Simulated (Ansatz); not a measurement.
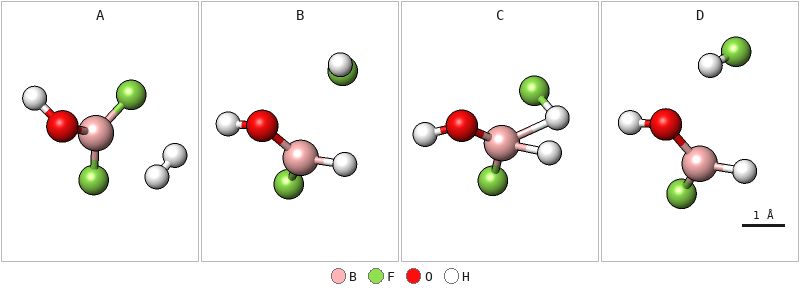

4 geometries from a converged minimum-energy path of BH$_{3}$OF$_{2}$, made up at the start of BHOF$_{2}$ and H2, shuffled. Style: ball-and-stick. Shown from a free direction.

Theory: RKS r2SCANh/def2-SVP (Ansatz). Set-up: 5 movable images; climbing image; force threshold 0.05 eV/Å; iteration limit 60; starting path through a guess of the saddle point.

Q: Which of them lies highest in energy?

A: C. In order along the path, whose images run from 0 to 6: A (image 1, +34.6 kJ/mol), C (image 3, +204.1 kJ/mol), B (image 5, +122.5 kJ/mol), D (image 6, +115.5 kJ/mol). Breaking: B–F (1.33 → 2.88 Å), H–H (0.76 → 2.71 Å). Forming: B–H (2.89 → 1.20 Å), F–H (2.68 → 0.93 Å).

Limits of the set-up: the start holds two separate molecules, 2.7 Å apart at their closest, whose relative position is a soft coordinate and is computed without a dispersion correction.

Cost: 2.2 min on 2 threads of Arm Neoverse V2, with other jobs on the host, peak memory 0.14 GiB.
